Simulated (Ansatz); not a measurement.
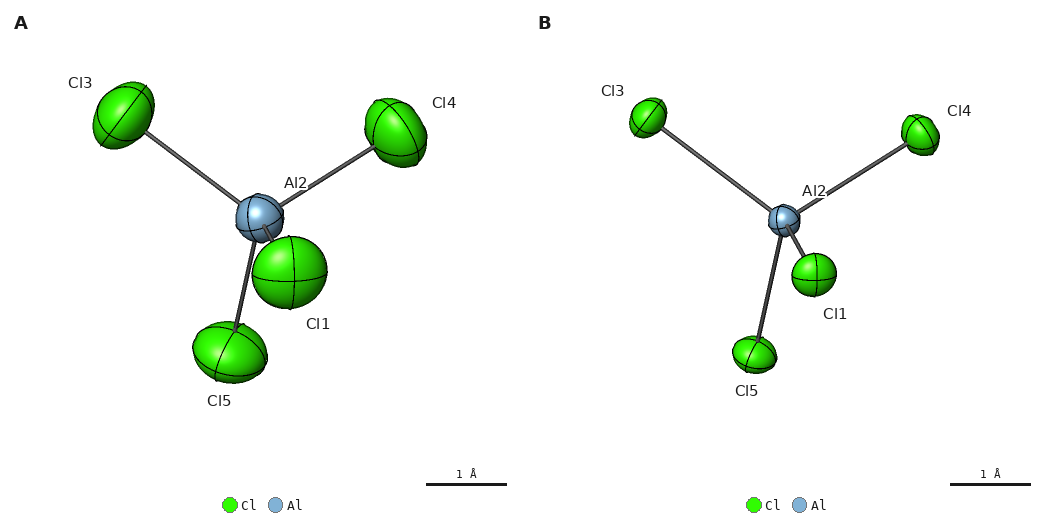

Displacement ellipsoids at the 50 % level, scaled by 3, from the internal vibrations of the free molecule (harmonic, no overall translation or rotation; no half-axis is drawn under 0.075 Å). Charge −1, singlet. Vibrations computed with RKS PBE0-D4/def2-TZVPD (Ansatz 0.2.0). One panel is for 200 K, the other for 600 K.

### Which panel is for 600 K?

A.

### How much does the mean-square displacement of Cl5 grow, and why?

U_eq goes from 0.0032 to 0.0089 Å², a factor of 2.8. Modes below kT (417 cm⁻¹ at 600 K) grow about in proportion to T, and the lowest lies at 109 cm⁻¹; the mean-square amplitude of a mode is its zero-point value times coth(ħω/2kT), which comes close to 1 only above about 3kT.
